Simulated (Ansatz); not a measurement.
**Run report: Li2F2, molecular dynamics**

System: Li2F2 ((LiF)2 ring).
Method: RKS revPBE/def2-SVP (Ansatz 0.2.0).

The geometry comes from this level: r2SCAN-D4/def2-TZVP.

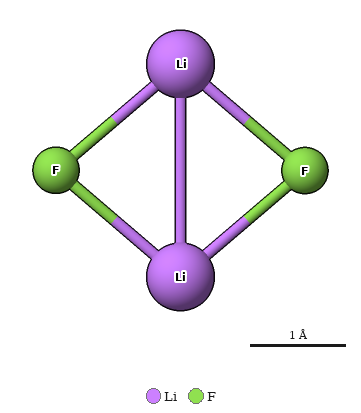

Figure 1. The starting structure (ball-and-stick view, seen on its broad side). Sticks mark near contacts. Bond lengths as drawn: F–Li 1.72 Å and Li–Li 2.24 Å.

**The input**
```yaml
crystal:
  periodic: [false, false, false]
  atoms:
    - {symbol: Li, position_ang: [0.712348, 0.624634, 0.597454]}
    - {symbol: F, position_ang: [0.177736, 0.786491, -1.034020]}
    - {symbol: Li, position_ang: [-0.712333, -0.624633, -0.597462]}
    - {symbol: F, position_ang: [-0.177741, -0.786493, 1.034028]}
basis:
  gaussian: {orbitals: def2-SVP}
hamiltonian: {xc: {name: revPBE}}
md: {timestep: 1 fs, n_steps: 15, ensemble: nvt_nose_hoover, temperature: 1500, initial_velocities: maxwell_boltzmann, seed: 845}
scf: {omitted_lower_state_checks: [starts]}
```

Run as:
```bash
ansatz run in.yaml --threads 4 --pin off --events-out ev --progress --plain --max-ram 3916MiB
```

**Output**
```
Functional definition: revPBE
  name "revPBE"
  cite "Zhang & Yang, Phys. Rev. Lett. 80, 890 (1998) doi:10.1103/PhysRevLett.80.890"
  cite "Perdew, Burke & Ernzerhof, Phys. Rev. Lett. 77, 3865 (1996) doi:10.1103/PhysRevLett.77.3865"
  parameter kappa = 1.245
  parameter beta = 0.06672455060314922
  exchange = pbe_x(kappa = kappa, mu = beta*pi^2/3)
  correlation = pbe_c(beta = beta)
these checks for a lower state are left out or cut short: starts
568 factors; their error is unknown
mean field evaluation 1: about -5835.3852 eV, gradient 6.4e1 eV
mean field evaluation 2: about -5727.0985 eV, gradient 2.2e2 eV
mean field evaluation 4: about -5842.0060 eV, gradient 8.8e-1 eV
mean field evaluation 8: about -5841.9594 eV, gradient 3.3e-2 eV
mean field -5841.95938746 eV, -214.6880476670 hartree, gradient 4.9e-5 eV, S^2 0.000000; 0 other end points of the search recorded, 0 dependent functions left out
the calculation of the forces begins
reference -5841.95948822 eV, -214.6880513698 hartree; 12, 12 occupied and 34, 34 virtual orbitals, 568 factors
md step     0: t =     0.00 fs  T =  1500.0 K  F+E_penalty+E_count = -5841.95938746 eV  E_kin = 0.387780 eV  conserved = -5841.57160747 eV  (19 SCF iters)
these checks for a lower state are left out or cut short: starts, cluster_reference, orbital_swaps, neighbouring_geometries, increment
568 factors; their error is unknown
mean field evaluation 16: about -5842.0010 eV, gradient 2.9e-3 eV
mean field -5841.95386759 eV, -214.6878448153 hartree, gradient 1.0e-5 eV, S^2 0.000000; 0 other end points of the search recorded, 0 dependent functions left out
[... from here on the field's lines of each further geometry are left out, up to the last ...]
md step     1: t =     1.00 fs  T =  1478.5 K  F+E_penalty+E_count = -5841.95386759 eV  E_kin = 0.382209 eV  conserved = -5841.57165831 eV  (21 SCF iters)
md step     2: t =     2.00 fs  T =  1419.2 K  F+E_penalty+E_count = -5841.93856142 eV  E_kin = 0.366889 eV  conserved = -5841.57167420 eV  (21 SCF iters)
md step     3: t =     3.00 fs  T =  1322.5 K  F+E_penalty+E_count = -5841.91352584 eV  E_kin = 0.341891 eV  conserved = -5841.57164190 eV  (21 SCF iters)
md step     4: t =     4.00 fs  T =  1191.6 K  F+E_penalty+E_count = -5841.87958033 eV  E_kin = 0.308048 eV  conserved = -5841.57155168 eV  (21 SCF iters)
md step     5: t =     5.00 fs  T =  1033.1 K  F+E_penalty+E_count = -5841.83843209 eV  E_kin = 0.267073 eV  conserved = -5841.57140203 eV  (21 SCF iters)
md step     6: t =     6.00 fs  T =   857.0 K  F+E_penalty+E_count = -5841.79268292 eV  E_kin = 0.221559 eV  conserved = -5841.57120121 eV  (22 SCF iters)
md step     7: t =     7.00 fs  T =   676.3 K  F+E_penalty+E_count = -5841.74569076 eV  E_kin = 0.174846 eV  conserved = -5841.57096709 eV  (22 SCF iters)
md step     8: t =     8.00 fs  T =   505.7 K  F+E_penalty+E_count = -5841.70128130 eV  E_kin = 0.130728 eV  conserved = -5841.57072698 eV  (21 SCF iters)
md step     9: t =     9.00 fs  T =   359.9 K  F+E_penalty+E_count = -5841.66331870 eV  E_kin = 0.093030 eV  conserved = -5841.57051477 eV  (21 SCF iters)
md step    10: t =    10.00 fs  T =   251.8 K  F+E_penalty+E_count = -5841.63518534 eV  E_kin = 0.065096 eV  conserved = -5841.57036377 eV  (22 SCF iters)
md step    11: t =    11.00 fs  T =   190.7 K  F+E_penalty+E_count = -5841.61927532 eV  E_kin = 0.049296 eV  conserved = -5841.57029846 eV  (22 SCF iters)
md step    12: t =    12.00 fs  T =   180.5 K  F+E_penalty+E_count = -5841.61662502 eV  E_kin = 0.046663 eV  conserved = -5841.57032790 eV  (22 SCF iters)
md step    13: t =    13.00 fs  T =   219.5 K  F+E_penalty+E_count = -5841.62677640 eV  E_kin = 0.056758 eV  conserved = -5841.57044364 eV  (21 SCF iters)
md step    14: t =    14.00 fs  T =   300.9 K  F+E_penalty+E_count = -5841.64790234 eV  E_kin = 0.077793 eV  conserved = -5841.57062292 eV  (21 SCF iters)
the calculation of the forces begins
reference -5841.67725957 eV, -214.6776796581 hartree; 12, 12 occupied and 34, 34 virtual orbitals, 568 factors
these checks for a lower state are left out or cut short: starts
568 factors; their error is unknown
mean field -5841.67714912 eV, -214.6776755992 hartree, gradient 2.1e-5 eV, S^2 0.000000; 0 other end points of the search recorded, 0 dependent functions left out
the calculation of the forces begins
reference -5841.67725957 eV, -214.6776796581 hartree; 12, 12 occupied and 34, 34 virtual orbitals, 568 factors
md step    15: t =    15.00 fs  T =   413.8 K  F+E_penalty+E_count = -5841.67714912 eV  E_kin = 0.106964 eV  conserved = -5841.57083515 eV  (9 SCF iters)
```

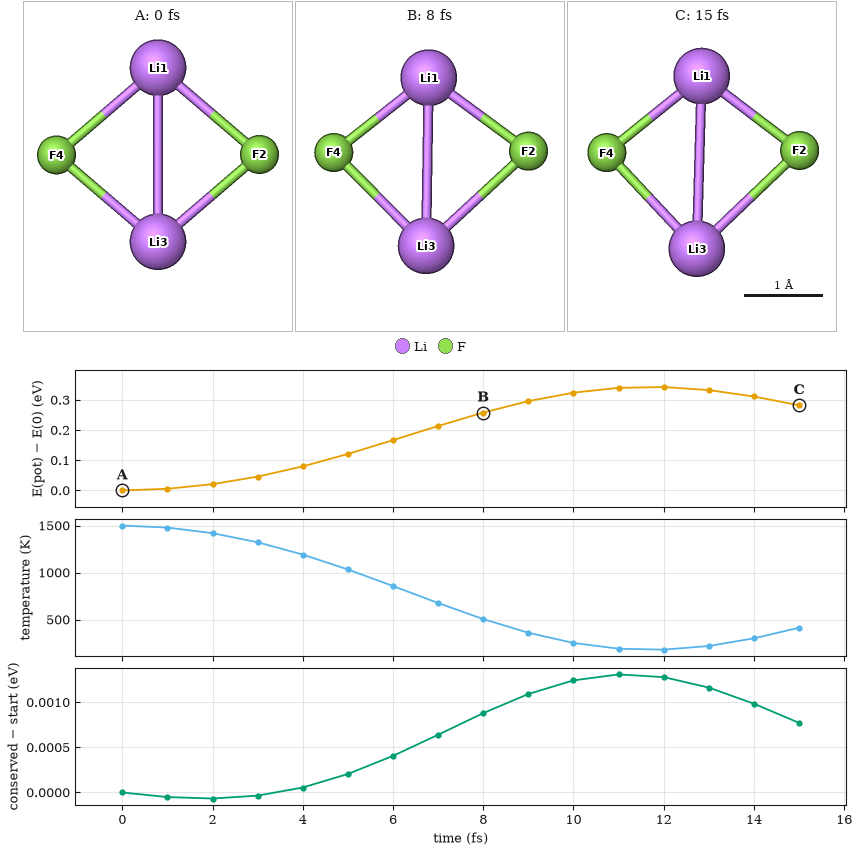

Figure 2. Frames of the molecular dynamics (ball-and-stick, seen on its broad side) above the curves, on which the letters mark them. The trajectory kept here has 16 frames over 15 fs. The temperature starts at 1500 K, ranges from 180 to 1500 K and averages 303 K over the second half. The potential energy ends 0.282 eV above its first value. The conserved quantity stays within 0.0014 eV. After an unweighted best fit of the last frame on the first, the root-mean-square displacement is 0.10 Å.

```
Total energy: -5841.67725957 eV, -214.6776796581 hartree
Atom 0 at     0.697865     0.518402     0.512863 Å, force     1.258945     1.133275     0.902368 eV/Å
Atom 1 at     0.181245     0.795168    -0.957780 Å, force    -0.618072    -0.085316    -1.657176 eV/Å
Atom 2 at    -0.730020    -0.754289    -0.618024 Å, force     0.226298     0.620381    -0.057936 eV/Å
Atom 3 at    -0.169499    -0.709002     0.996200 Å, force    -0.867171    -1.668340     0.812744 eV/Å
Dipole moment:    -0.060047    -0.250699    -0.116959 e Å
Checks for a lower state left out: starts
```

**Trajectory as extended XYZ (Å, eV, eV/Å), 16 frames, from step=0 to step=15**
```
4
Properties=species:S:1:pos:R:3:forces:R:3 step=0 time_fs=0.0 energy=-5841.95939 temperature=1500.0
Li    0.7123    0.6246    0.5975   -0.0072  -0.0065  -0.0055
F     0.1777    0.7865   -1.0340    0.0078   0.0353  -0.0469
Li   -0.7123   -0.6246   -0.5975    0.0071   0.0065   0.0056
F    -0.1777   -0.7865    1.0340   -0.0077  -0.0352   0.0468
4
Properties=species:S:1:pos:R:3:forces:R:3 step=1 time_fs=1.0 energy=-5841.95387 temperature=1478.5
Li    0.7028    0.6088    0.5871    0.1485   0.1631   0.0940
F     0.1792    0.7872   -1.0258   -0.0642  -0.0006  -0.1923
Li   -0.7141   -0.6358   -0.5973    0.0175   0.0651  -0.0434
F    -0.1751   -0.7774    1.0295   -0.1018  -0.2275   0.1417
4
Properties=species:S:1:pos:R:3:forces:R:3 step=2 time_fs=2.0 energy=-5841.93856 temperature=1419.2
Li    0.6935    0.5931    0.5768    0.3202   0.3476   0.1963
F     0.1806    0.7880   -1.0176   -0.1373  -0.0295  -0.3512
Li   -0.7158   -0.6470   -0.5971    0.0261   0.1201  -0.0894
F    -0.1725   -0.7683    1.0250   -0.2090  -0.4382   0.2444
4
Properties=species:S:1:pos:R:3:forces:R:3 step=3 time_fs=3.0 energy=-5841.91353 temperature=1322.5
Li    0.6847    0.5780    0.5669    0.5055   0.5443   0.2992
F     0.1820    0.7887   -1.0096   -0.2106  -0.0509  -0.5217
Li   -0.7175   -0.6579   -0.5971    0.0334   0.1714  -0.1313
F    -0.1700   -0.7595    1.0207   -0.3284  -0.6648   0.3538
4
Properties=species:S:1:pos:R:3:forces:R:3 step=4 time_fs=4.0 energy=-5841.87958 temperature=1191.6
Li    0.6765    0.5636    0.5573    0.7000   0.7478   0.4004
F     0.1832    0.7894   -1.0019   -0.2829  -0.0647  -0.7004
Li   -0.7191   -0.6686   -0.5973    0.0401   0.2191  -0.1679
F    -0.1677   -0.7511    1.0165   -0.4573  -0.9023   0.4679
4
Properties=species:S:1:pos:R:3:forces:R:3 step=5 time_fs=5.0 energy=-5841.83843 temperature=1033.1
Li    0.6694    0.5502    0.5483    0.8973   0.9505   0.4973
F     0.1844    0.7901   -0.9945   -0.3529  -0.0712  -0.8826
Li   -0.7207   -0.6790   -0.5977    0.0470   0.2636  -0.1979
F    -0.1656   -0.7431    1.0125   -0.5914  -1.1429   0.5833
4
Properties=species:S:1:pos:R:3:forces:R:3 step=6 time_fs=6.0 energy=-5841.79268 temperature=857.0
Li    0.6634    0.5382    0.5400    1.0895   1.1434   0.5878
F     0.1853    0.7907   -0.9876   -0.4192  -0.0715  -1.0630
Li   -0.7222   -0.6891   -0.5983    0.0547   0.3053  -0.2205
F    -0.1638   -0.7356    1.0089   -0.7249  -1.3771   0.6957
4
Properties=species:S:1:pos:R:3:forces:R:3 step=7 time_fs=7.0 energy=-5841.74569 temperature=676.3
Li    0.6590    0.5278    0.5325    1.2673   1.3161   0.6706
F     0.1860    0.7913   -0.9812   -0.4803  -0.0671  -1.2354
Li   -0.7236   -0.6987   -0.5993    0.0640   0.3447  -0.2347
F    -0.1624   -0.7289    1.0056   -0.8509  -1.5937   0.7996
4
Properties=species:S:1:pos:R:3:forces:R:3 step=8 time_fs=8.0 energy=-5841.70128 temperature=505.7
Li    0.6563    0.5191    0.5259    1.4208   1.4576   0.7447
F     0.1865    0.7919   -0.9755   -0.5348  -0.0597  -1.3936
Li   -0.7249   -0.7079   -0.6006    0.0755   0.3823  -0.2402
F    -0.1614   -0.7230    1.0027   -0.9615  -1.7803   0.8891
4
Properties=species:S:1:pos:R:3:forces:R:3 step=9 time_fs=9.0 energy=-5841.66332 temperature=359.9
Li    0.6557    0.5126    0.5204    1.5400   1.5577   0.8095
F     0.1867    0.7924   -0.9704   -0.5811  -0.0516  -1.5312
Li   -0.7262   -0.7165   -0.6022    0.0897   0.4188  -0.2365
F    -0.1609   -0.7180    1.0003   -1.0485  -1.9249   0.9582
4
Properties=species:S:1:pos:R:3:forces:R:3 step=10 time_fs=10.0 energy=-5841.63519 temperature=251.8
Li    0.6571    0.5081    0.5160    1.6163   1.6084   0.8643
F     0.1866    0.7930   -0.9661   -0.6180  -0.0449  -1.6420
Li   -0.7273   -0.7245   -0.6042    0.1068   0.4544  -0.2240
F    -0.1610   -0.7139    0.9984   -1.1051  -2.0179   1.0017
4
Properties=species:S:1:pos:R:3:forces:R:3 step=11 time_fs=11.0 energy=-5841.61928 temperature=190.7
Li    0.6608    0.5059    0.5128    1.6435   1.6055   0.9073
F     0.1862    0.7934   -0.9627   -0.6440  -0.0417  -1.7207
Li   -0.7282   -0.7319   -0.6065    0.1268   0.4894  -0.2031
F    -0.1616   -0.7109    0.9969   -1.1264  -2.0532   1.0165
4
Properties=species:S:1:pos:R:3:forces:R:3 step=12 time_fs=12.0 energy=-5841.61662 temperature=180.5
Li    0.6668    0.5060    0.5109    1.6189   1.5497   0.9359
F     0.1854    0.7939   -0.9601   -0.6578  -0.0435  -1.7630
Li   -0.7290   -0.7386   -0.6091    0.1494   0.5237  -0.1748
F    -0.1627   -0.7089    0.9960   -1.1105  -2.0298   1.0019
4
Properties=species:S:1:pos:R:3:forces:R:3 step=13 time_fs=13.0 energy=-5841.62678 temperature=219.5
Li    0.6751    0.5082    0.5102    1.5432   1.4461   0.9468
F     0.1844    0.7944   -0.9585   -0.6585  -0.0514  -1.7664
Li   -0.7296   -0.7446   -0.6119    0.1740   0.5572  -0.1403
F    -0.1645   -0.7080    0.9956   -1.0588  -1.9519   0.9599
4
Properties=species:S:1:pos:R:3:forces:R:3 step=14 time_fs=14.0 energy=-5841.64790 temperature=300.9
Li    0.6855    0.5124    0.5109    1.4209   1.3037   0.9364
F     0.1830    0.7948   -0.9577   -0.6453  -0.0655  -1.7305
Li   -0.7300   -0.7499   -0.6149    0.1999   0.5896  -0.1008
F    -0.1667   -0.7080    0.9957   -0.9755  -1.8278   0.8949
4
Properties=species:S:1:pos:R:3:forces:R:3 step=15 time_fs=15.0 energy=-5841.67715 temperature=413.8
Li    0.6979    0.5184    0.5129    1.2589   1.1333   0.9024
F     0.1812    0.7952   -0.9578   -0.6181  -0.0853  -1.6572
Li   -0.7300   -0.7543   -0.6180    0.2263   0.6204  -0.0579
F    -0.1695   -0.7090    0.9962   -0.8672  -1.6683   0.8127
```

**Results in brief**

- outcome: finished
- mean temperature over the second half: 303 K
- trajectory: 15 steps, 15 fs
- ensemble: nvt_nose_hoover
- temperature in the input: 1500 K
- time step: 1 fs
- potential energy (last step): −5841.6773 eV
- SCF solution under orbital rotations (last step): stable
- largest force (length of the vector) (last step): 2.048 eV/Å
- dipole moment (last step): 1.36 D
- hardware: 4 threads of Arm Neoverse V2, 23 GiB of memory available, shared host
- wall time: 3.7 s (CPU time 12 s)
- peak memory: 0.22 GiB

So short a trajectory is not equilibrated. The temperature stays far from the 1500 K of the thermostat over the second half: the run isn't equilibrated.
